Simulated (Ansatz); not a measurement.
```cif
data_structure
_symmetry_space_group_name_H-M 'P 1'
_symmetry_Int_Tables_number 1
_cell_length_a 3.0071
_cell_length_b 7.1596
_cell_length_c 7.8472
_cell_angle_alpha 90.000
_cell_angle_beta 90.000
_cell_angle_gamma 90.000
_cell_volume 168.95
loop_
_atom_site_label
_atom_site_type_symbol
_atom_site_fract_x
_atom_site_fract_y
_atom_site_fract_z
_atom_site_occupancy
Si1 Si 0.00000 0.50000 0.00000 1
Si2 Si 0.50000 0.00000 0.00000 1
C1 C 0.00000 0.00000 0.00000 1
C2 C 0.50000 0.50000 0.00000 1
C3 C 0.25000 0.25000 0.50000 1
C4 C 0.75000 0.75000 0.50000 1
C5 C 0.25000 0.75000 0.50000 1
C6 C 0.75000 0.25000 0.50000 1
```

Space group Cmmm; a structure generated by program, which may or may not match a known phase.

Level of theory: DFT PBE, scalar-relativistic, plane waves, PAW (Ansatz).

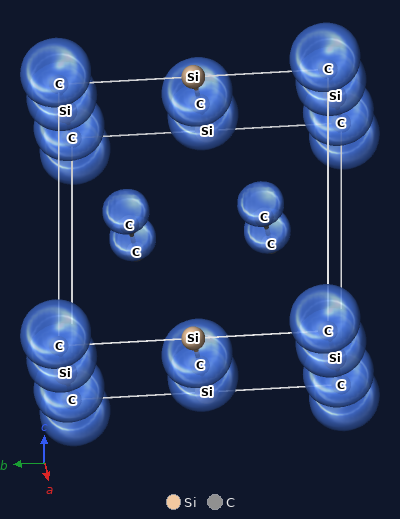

SiC₃. Isosurface of the ELF at 0.8 (blue), seen at an oblique angle. Core shells and regions of very low density are left out. Sticks mark near contacts.

In a PAW calculation such maps are meaningful between the atoms, not at the nuclei.

Q: Describe the localisation domains.

A: At this value the surface marks out four regions between bonded C–C atoms and four regions between bonded C–Si atoms, counted in one cell of 8 atoms. Any copies at cell faces, edges or corners count once. Profiles from the grid: Si–C (1.50 Å): the ELF peaks at about 0.85 between the atoms. C–C (1.50 Å): the ELF peaks at about 0.85 between the atoms.
